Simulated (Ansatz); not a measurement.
Ligand exchange: BH2(CH3) + GeH2(CH3)I → BH2I + GeH2(CH3)2

Species: BH2(CH3), singlet; GeH2(CH3)I, singlet; BH2I `BI`, singlet; GeH2(CH3)2, singlet. The partners trade CH3 for I: B–CH3 and Ge–I bonds give way to B–I and Ge–CH3.

Shapes, held fixed at every level: PBE0-D4/def2-TZVP. Programs: Ansatz 0.2.0. The zero-point and thermal change to 298 K, harmonic and unscaled (PBE0-D4/def2-TZVP), is -0.4 kJ/mol.

```csv
level,kind,ΔH(298 K) (kJ/mol),less CCSD(T)/def2-TZVPP
HF/def2-TZVPP,Hartree–Fock,+50.3,+25.4
BHLYP-D4/def2-TZVPP,global hybrid,+46.4,+21.5
PBE0-D4/def2-TZVPP,global hybrid,+38.3,+13.4
r2SCAN0-D4/def2-TZVPP,global hybrid,+39.9,+15.0
wB97X-V/def2-TZVPP,range-separated hybrid,+38.8,+13.9
MP2/def2-SVP,perturbation theory,+34.3,+9.4
CCSD/def2-SVP,coupled cluster or CI,+34.5,+9.6
CCSD(T)/def2-TZVPP,coupled cluster or CI,+24.9,0.0
```

The highest level, CCSD(T)/def2-TZVPP, gives ΔH(298 K) = +24.9 kJ/mol; the levels span +24.9 to +50.3. The column of differences is taken from that level and isn't an error. No measured value is set beside it here. For atoms past krypton def2 sets carry core potentials with scalar relativity. Relativity is left out for Ge. Outer-core shells of Ge, I are correlated, in sets that cover them unevenly. CCSD(T)/def2-TZVPP lies outside the range of all other levels here, so it shouldn't be taken on trust.

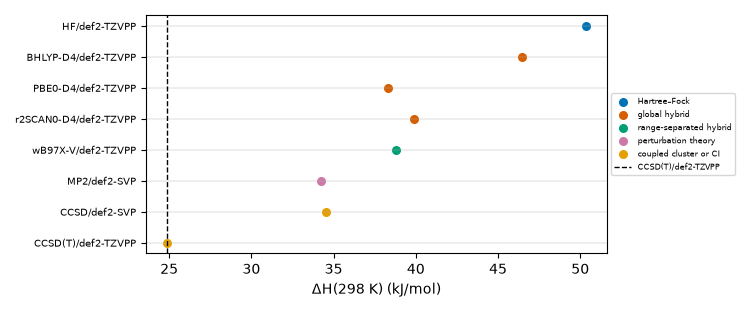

The values of the table, level by level.
